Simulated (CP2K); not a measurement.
# GFN1-xTB run of TaNH3O2F (SMILES [NH2][Ta](=[O])([OH])[F])

What is the energy difference between two shapes of TaNH3O2F at GFN1-xTB? 

Program for the calculation: CP2K 2026.2.

1 further run of the same task is left out (set aside as unsound or not needed).

### 1 The structure to begin with

TaNH3O2F: 8 atoms, total charge 0, spin state singlet. As SMILES, `[NH2][Ta](=[O])([OH])[F]`. Geometry: a GFN2-xTB relaxation, a rough one for these elements and not checked as a minimum. This is one conformer, not always the lowest.

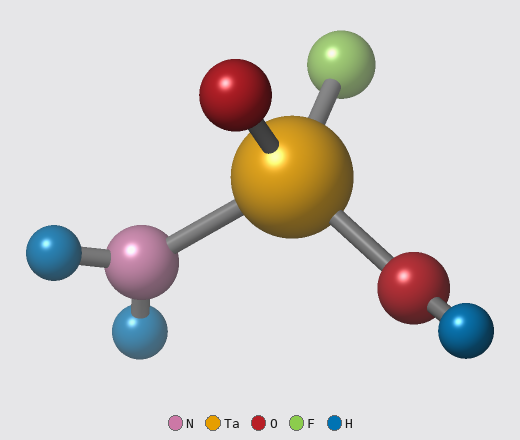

Viewed from a chosen angle; nitrogen pink, tantalum amber, oxygen red, fluorine green, hydrogen blue.

### 2 Energy and gradient at GFN1-xTB

The input, molecule.inp:

```
&FORCE_EVAL
    METHOD QS
    &DFT
        &QS
            METHOD XTB
            EPS_DEFAULT 1.0E-10
            &XTB
                GFN_TYPE 1
                CHECK_ATOMIC_CHARGES F
            &END XTB
        &END QS
        &POISSON
            PERIODIC NONE
            POISSON_SOLVER ANALYTIC
        &END POISSON
        &SCF
            SCF_GUESS ATOMIC
            EPS_SCF 1.0E-07
            MAX_SCF 40
            &OT
                MINIMIZER CG
                PRECONDITIONER FULL_ALL
            &END OT
            &OUTER_SCF
                EPS_SCF 1.0E-07
                MAX_SCF 8
            &END OUTER_SCF
        &END SCF
        &PRINT
            &MOMENTS
                PERIODIC F
                REFERENCE COM
                MAX_MOMENT 1
            &END MOMENTS
            &MO_CUBES
                NLUMO 5
                NHOMO -1
                WRITE_CUBE F
            &END MO_CUBES
            &HIRSHFELD OFF
            &END HIRSHFELD
        &END PRINT
    &END DFT
    &SUBSYS
        &CELL
            ABC 11.3 11.9 11.2
            PERIODIC NONE
        &END CELL
        &COORD
            N     -0.614520     1.183280     0.593820
            Ta     0.556160    -0.296280    -0.021570
            O      0.863420    -1.146750     1.431010
            O     -0.265760    -1.317790    -1.301700
            F      2.162160     0.506690    -0.617760
            H     -0.890470     1.375800     1.551230
            H     -1.138730     1.816140    -0.004370
            H     -0.672260    -2.121080    -1.630650
        &END COORD
        &TOPOLOGY
            &CENTER_COORDINATES
            &END CENTER_COORDINATES
        &END TOPOLOGY
    &END SUBSYS
    &PRINT
        &FORCES ON
        &END FORCES
    &END PRINT
&END FORCE_EVAL
&GLOBAL
    PROJECT molecule
    RUN_TYPE ENERGY_FORCE
    PRINT_LEVEL MEDIUM
&END GLOBAL
```

Started as:

```sh
OMP_NUM_THREADS=1 cp2k.psmp -i molecule.inp -o molecule.out
```

Log:

```text
CP2K| version string:                                       CP2K version 2026.2
[...]
 GLOBAL| Method name                                                        CP2K
[...]
 GLOBAL| Run type                                                   ENERGY_FORCE
[...]
                             - Atoms:                                          8
[...]
                             - Spherical basis functions:                     31
[...]
 Number of electrons:                                                         32
[...]
     1 OT CG       0.15E+00    0.0     0.18854858       -21.0291070115 -2.10E+01
[...]
    23 OT CG       0.27E-01    0.0     0.00000008       -21.4590754679 -1.71E-13
  *** SCF run converged in    23 steps ***
[...]
 TB_DIPOLE| Moment [Debye]         -3.60349141       0.46397517      -1.98469743
 TB_DIPOLE| Derivative [a.u.]       0.00000000       0.00000000       0.00000000
[...]
 ENERGY| Total FORCE_EVAL ( QS ) energy [hartree]            -21.459075467947173
 FORCES| Atomic forces [hartree/bohr]
 FORCES|   Atom     x               y               z               |f|
 FORCES|      1  7.58557986E-03 -1.10762680E-02 -6.89315868E-03   1.50910692E-02
 FORCES|      2  4.96220109E-03  1.61001042E-02  2.02642101E-03   1.69688885E-02
 FORCES|      3 -2.09422437E-03 -1.31672514E-05  8.97056928E-05   2.09618611E-03
 FORCES|      4  1.44068669E-06  3.65457144E-03  4.25459470E-03   5.60869598E-03
 FORCES|      5 -1.56239745E-02 -5.33189019E-03  3.19950632E-03   1.68158994E-02
 FORCES|      6  2.03840460E-03 -1.47452176E-03 -4.15412324E-03   4.85654688E-03
 FORCES|      7  2.34146468E-03 -3.34311607E-03  2.18267338E-03   4.62849273E-03
 FORCES|      8  7.89107959E-04  1.48428760E-03 -7.05619179E-04   1.82310161E-03
 FORCES| Sum     1.21864324E-16  7.89299182E-17 -1.01047642E-16
 FORCES| Total atomic force                                       1.76893956E-16
[...]
```

Run time: 1 s. Hardware: 1 thread of Intel Xeon 6975P-C (Granite Rapids), shared host; peak memory 0.19 GiB.

### 3 The distorted shape, same level

The input, molecule.inp:

```
&GLOBAL
  PROJECT molecule
  RUN_TYPE ENERGY_FORCE
  PRINT_LEVEL MEDIUM
&END

&FORCE_EVAL
  METHOD QUICKSTEP
  &DFT
    CHARGE 0
    MULTIPLICITY 1
    &QS
      METHOD XTB
      EPS_DEFAULT 1.0E-10
      &XTB
        GFN_TYPE 1
        CHECK_ATOMIC_CHARGES F
      &END
    &END
    ! no periodic images
    &POISSON
      PERIODIC NONE
      POISSON_SOLVER ANALYTIC
    &END
    &SCF
      SCF_GUESS ATOMIC
      EPS_SCF 1.0E-07
      MAX_SCF 40
      &OT ON
        MINIMIZER CG
        PRECONDITIONER FULL_ALL
      &END
      &OUTER_SCF
        EPS_SCF 1.0E-07
        MAX_SCF 8
      &END
    &END
    &PRINT
      &MOMENTS
        PERIODIC F
        REFERENCE COM
        MAX_MOMENT 1
      &END
      &MO_CUBES
        NLUMO 5
        NHOMO -1
        WRITE_CUBE F
      &END
      &HIRSHFELD OFF
      &END
    &END
  &END
  &SUBSYS
    &CELL
      ABC [angstrom] 11.3 12 11.2
      PERIODIC NONE
    &END
    &COORD
      N     -0.702509     1.140189     0.554372
      Ta     0.530645    -0.300101    -0.039660
      O      0.727197    -1.199582     1.282414
      O     -0.189833    -1.249053    -1.381229
      F      2.130082     0.488882    -0.590741
      H     -1.020529     1.388245     1.433808
      H     -1.178420     1.861237     0.105920
      H     -0.708215    -2.185590    -1.757449
    &END
    &TOPOLOGY
      &CENTER_COORDINATES
      &END
    &END
  &END
  ! extra output
  &PRINT
    &FORCES ON
    &END
  &END
&END
```

Started as:

```sh
OMP_NUM_THREADS=1 cp2k.psmp -i molecule.inp -o molecule.out
```

Log:

```text
CP2K| version string:                                       CP2K version 2026.2
[...]
 GLOBAL| Method name                                                        CP2K
[...]
 GLOBAL| Run type                                                   ENERGY_FORCE
[...]
                             - Atoms:                                          8
[...]
                             - Spherical basis functions:                     31
[...]
 Number of electrons:                                                         32
[...]
     1 OT CG       0.15E+00    0.0     0.19095564       -21.0025547677 -2.10E+01
[...]
    24 OT CG       0.45E-01    0.0     0.00000009       -21.4204869109 -3.59E-13
  *** SCF run converged in    24 steps ***
[...]
 TB_DIPOLE| Moment [Debye]         -3.41089261       0.35695890      -1.70184279
 TB_DIPOLE| Derivative [a.u.]       0.00000000       0.00000000       0.00000000
[...]
 ENERGY| Total FORCE_EVAL ( QS ) energy [hartree]            -21.420486910895914
 FORCES| Atomic forces [hartree/bohr]
 FORCES|   Atom     x               y               z               |f|
 FORCES|      1  3.07225148E-02 -3.01432634E-02 -1.90938435E-02   4.70857102E-02
 FORCES|      2 -1.26453437E-02  9.47262641E-02 -1.00179600E-01   1.38451876E-01
 FORCES|      3  1.59872647E-02 -7.39389162E-02  1.14260432E-01   1.37032851E-01
 FORCES|      4 -5.06542743E-02 -8.02449795E-02 -3.96005140E-02   1.02826616E-01
 FORCES|      5 -1.14335108E-02 -2.80278467E-03  2.97332732E-03   1.21417234E-02
 FORCES|      6 -4.03428874E-03 -6.88706086E-03  5.14451433E-02   5.20606364E-02
 FORCES|      7 -1.18991857E-02  2.15625742E-02 -4.00271300E-02   4.69968761E-02
 FORCES|      8  4.39568238E-02  7.77281662E-02  3.02221845E-02   9.42722155E-02
 FORCES| Sum    -1.52655666E-16 -2.77555756E-17  1.87350135E-16
 FORCES| Total atomic force                                       2.43257472E-16
[...]
```

Run time: 1 s. Hardware: 1 thread of Intel Xeon 6975P-C (Granite Rapids), shared host; peak memory 0.2 GiB.

### 4 Outcome

At GFN1-xTB:

| quantity | value |
| --- | --- |
| first shape: total energy | -21.45908 Eh |
| first shape: dipole moment (from atomic charges alone) | 4.14 D |
| first shape: HOMO energy | -10.82 eV |
| first shape: dispersion energy | -5.43 kJ/mol |
| first shape: largest force on an atom | 0.873 eV/Å |
| distorted shape: total energy | -21.42049 Eh |
| distorted shape: dipole moment (from atomic charges alone) | 3.83 D |
| distorted shape: HOMO energy | -10.56 eV |
| distorted shape: dispersion energy | -5.45 kJ/mol |
| distorted shape: largest force on an atom | 7.119 eV/Å |
| energy change with the atoms displaced | 1.050 eV |

**Reading.** With the atoms displaced the energy rises by 1.05 eV (101 kJ/mol). The first shape isn't relaxed at this level, so the change isn't measured from a minimum. The largest force (first shape) is 0.87 eV/Å: the shape isn't a stationary point for this species at this level. The dipole (first shape) comes from point charges on the atoms alone, without atomic dipoles, so it is partial. The dipole (distorted shape) comes from point charges on the atoms alone, without atomic dipoles, so it is partial.
